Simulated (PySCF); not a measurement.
H3Cl2NSn, SMILES [Cl][SnH]([Cl])[NH2] at its CAM-B3LYP/def2-SVP optimised geometry (Å):

```
7

Sn    -0.7911    -0.6781     0.0000
N      1.2138    -0.6781     0.0000
Cl    -1.4019     1.5772     0.0000
Cl    -1.4131    -1.6579     2.0284
H     -1.6703    -1.4518    -1.2364
H      1.6677    -0.1484    -0.7394
H      1.6703    -1.5772     0.1285
```

Calculation: CAM-B3LYP/def2-TZVP, def2 effective core potentials past Kr in PySCF 2.14.0. The core electrons that the potentials of Sn replace are not part of the density. Cells within 0.4 Å of a nucleus heavier than hydrogen are left out (blank, or x).

Map of the deformation density (molecule minus spherical neutral atoms) (e/bohr³) on the plane z = 0.0 Å:

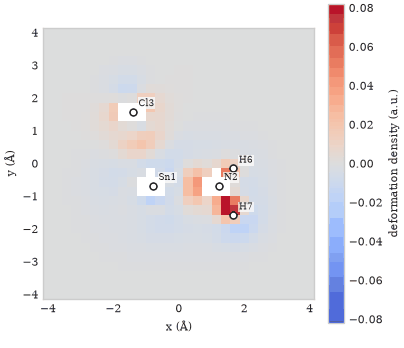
*Deformation density (molecule minus spherical neutral atoms) (e/bohr³) on the plane z = 0.0 Å.*
